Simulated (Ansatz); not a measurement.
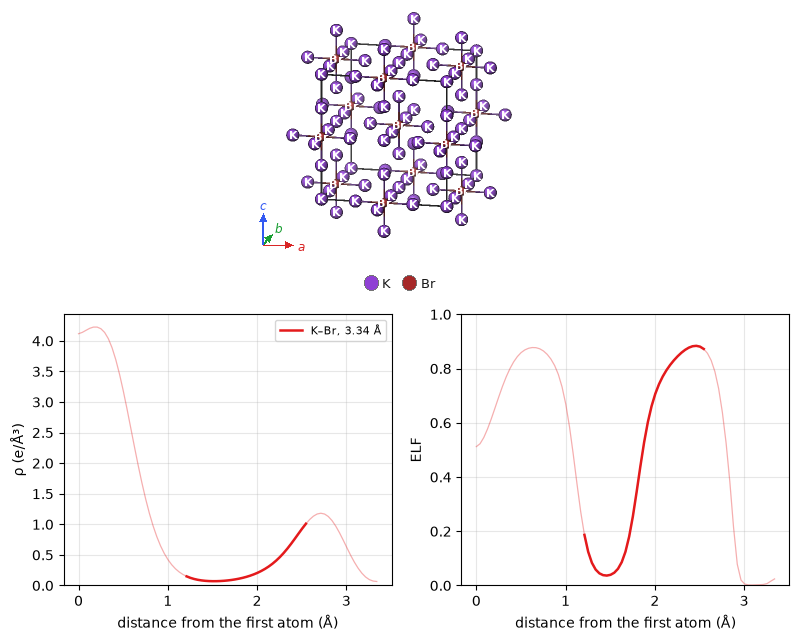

Figure 1: K₇Br. Valence pseudo-density and ELF along straight lines between neighbouring atoms. Thin, pale parts lie inside the atomic spheres. The structure is drawn too.

Space group Fm-3m; a structure generated by program, which may or may not match a known phase.

The calculation used DFT PBE, scalar-relativistic, plane waves, PAW (Ansatz 0.2.0).

The density is the valence pseudo-density of a PAW calculation; it isn't the true density close to the nuclei.

What can be read from the curves?

K–Br (3.34 Å): ρ is about 0.08 e/Å³ halfway, with its minimum of 0.07 e/Å³ about 1.5 Å from K; the ELF is about 0.10 at the midpoint (no localised pair shows between them).
